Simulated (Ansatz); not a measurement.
```xyz
10

C    -1.0512    1.5323    1.4383
As   -1.5017    1.9237   -0.4503
Si   -1.3482   -0.3111   -1.2175
H    -0.8472    2.4824    1.9518
H    -1.9259    1.0655    1.9131
H    -0.1834    0.8681    1.5459
H    -0.0739    2.2286   -0.8990
H    -1.3466   -0.3301   -2.7119
H    -2.5450   -1.0635   -0.7289
H    -0.1191   -1.0031   -0.7158
```

Geometry: PBE0-D3(BJ)/def2-SVP.

The calculation used isolated molecule in a Gaussian basis; Kohn-Sham density functional theory, functional PBE0 in Ansatz 0.2.0.

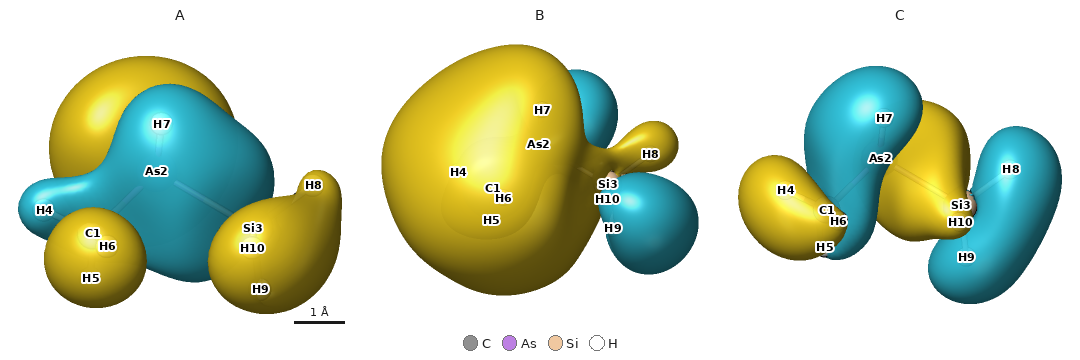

CH7AsSi. Three frontier orbitals at ±0.04 Å⁻³ᐟ² (yellow and cyan are the two phases), in no order.

> Order the three orbitals by energy and name them.

C is the HOMO−1 (−8.53 eV). Its weight (Hirshfeld) is mainly on As2 (about 40 %), Si3 (about 25 %), C1 (about 15 %) and H7 (about 5 %). A is the HOMO (−7.07 eV). Its weight (Hirshfeld) is mainly on As2 (about 65 %), Si3 (about 15 %) and C1 (about 5 %); largely a lone pair of As2. B is the LUMO (−0.22 eV). It lies mainly on As2 (about 30 %), Si3 (about 20 %), C1 (about 10 %), H4 (about 10 %), H5 (about 5 %) and H7 (about 5 %).

> What is the HOMO–LUMO gap?

6.85 eV between the orbital energies.
